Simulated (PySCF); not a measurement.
# ClGe₃H₇O: what the fields show

Input file:

```
{"job": {"kind": "uv", "xc": "CAM-B3LYP", "basis": "def2-SVPD", "nstates": 8, "ntriplets": 3}, "charge": 0, "multiplicity": 1}
Cl    -0.184397     0.399005    -2.872896
Ge    -0.431426    -0.704685    -1.103968
Ge    -2.089730     0.233183     0.363579
O      1.156733    -0.758752    -0.340364
Ge     2.193197     0.234203     0.638525
H     -0.556587    -2.177198    -1.498700
H     -1.557983     1.373429     1.186357
H     -2.632979    -0.769257     1.338885
H     -3.261706     0.778011    -0.393737
H      3.353822    -0.669321     0.902311
H      2.567011     1.461372    -0.139325
H      1.445243     0.599322     1.893305
```

Run with:

```sh
OMP_NUM_THREADS=1 python probes_run.py task.json out
```

Geometry: GFN2-xTB.

The calculation used CAM-B3LYP/def2-SVPD, SCF density, gas phase in PySCF.

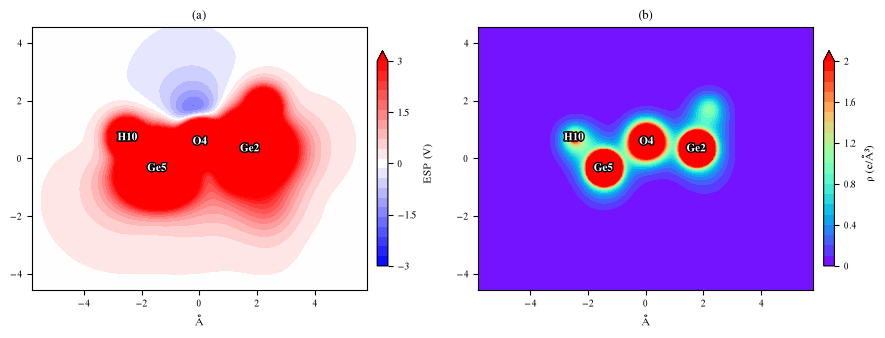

Figure 1. (a) molecular electrostatic potential; (b) total electron density on the plane of atoms O4, Ge5 and H10.

Q: Interpret the plot.

A:
- The plane passes through Ge, O and H nuclei.
- Ge–O (1.74 Å): ρ is about 1 e/Å³ halfway.
- Ge–H (1.49 Å): the density is about 1.2 e/Å³ at the midpoint.
- Outside the dense part of the molecule the potential is most negative (−1.6 V) near O4.

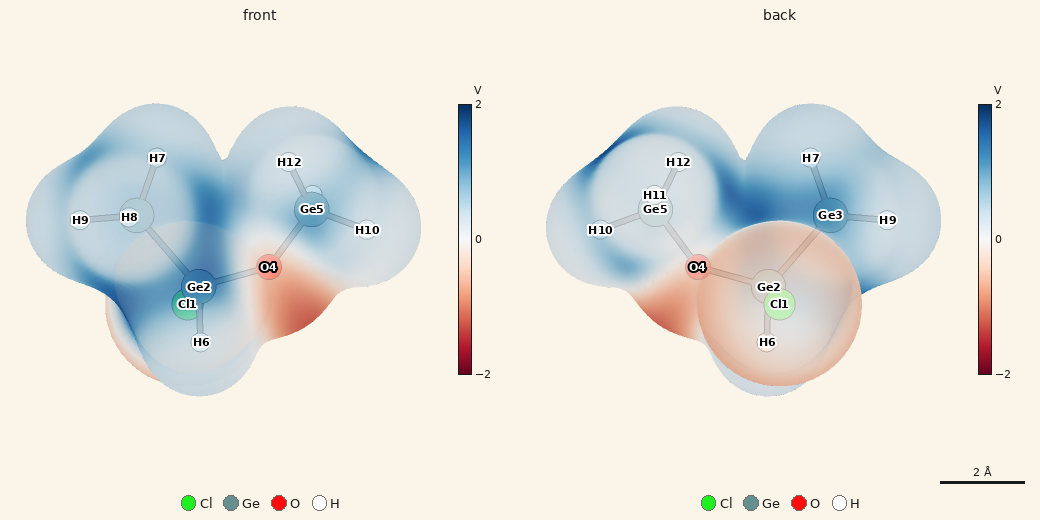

Figure 2. The electrostatic potential painted on the density surface at 0.002 e/bohr³, seen from the front and from behind; the colour scale runs from red (negative) to blue (positive).

Q: Where is the surface potential most negative and most positive?

A: The most negative region (about −1.2 V, or −28 kcal/mol for a unit charge) lies over O4, the most positive (about +1.8 V, or +42 kcal/mol for a unit charge) over Ge2 and Ge5. O4 is the likeliest acceptor of a hydrogen bond.
